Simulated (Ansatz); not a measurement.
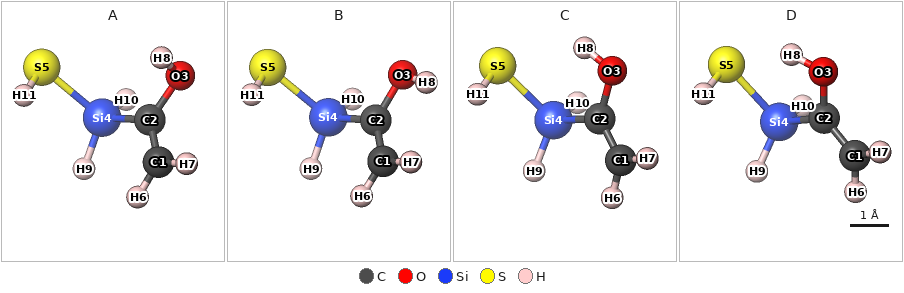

4 geometries from a converged minimum-energy path of C$_{2}$H$_{6}$OSSi, shuffled. Style: ball-and-stick. Shown from a free direction.

Level of theory: RKS PBE0-D4/STO-3G in Ansatz. Set-up: 7 movable images; climbing image; force threshold 0.05 eV/Å; iteration limit 60; starting path by image-dependent pair potential.

Which of them lies highest in energy?

A. In order along the path, whose images run from 0 to 8: D (image 1, +0.04 eV), C (image 2, +0.17 eV), A (image 4, +0.52 eV), B (image 8, +0.08 eV). The motion is a rotation about the C2–O3 bond by about 180°, with a turn of about 65° about C2–Si4. No bond forms or breaks between the ends. Bond angles that change up to the highest image, for instance: C2–Si4–S5 100.2° → 112.1°, C2–Si4–H9 113.3° → 107.4°.

Limits of the set-up: STO-3G is a minimal basis, so the numbers are rough.
